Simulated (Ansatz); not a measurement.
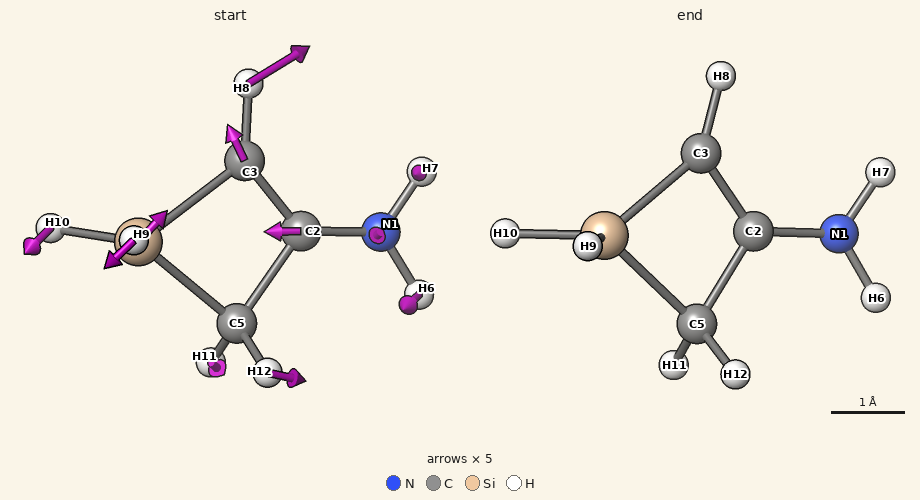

The structure of C3H7NSi (coarse preliminary run) before (left) and after (right) a relaxation, at one scale. The purple arrows give the displacements, magnified 5 times.

The picture is a ball-and-stick view, seen at a tilt.

The start comes from a force field.

The calculation used Ansatz, RKS PBE-D4/def2-SVP. Settings: force threshold 0.03 eV/Å; at most 200 steps.

Question: Summarise the run.

Answer: The energy falls by 97.9 kJ/mol in 8 geometry steps. Largest force component: 6.3 eV/Å at the start, 0.0083 eV/Å at the end. An H atom moves most after the best rigid fit: 0.22 Å. By element the largest moves are H 0.22 Å, Si 0.12 Å, C 0.11 Å, N 0.07 Å. Near-neighbour distances that change, for instance: C–N 1.264 → 1.370 Å, C–Si 1.944 → 1.850 Å, H–Si 1.446 → 1.511 Å, C–C 1.584 → 1.525 Å. Bond angles that change, for instance: Si–C–H 126.6° → 141.9°, H–Si–H 119.8° → 106.8°, C–Si–H 110.2° → 119.6°.
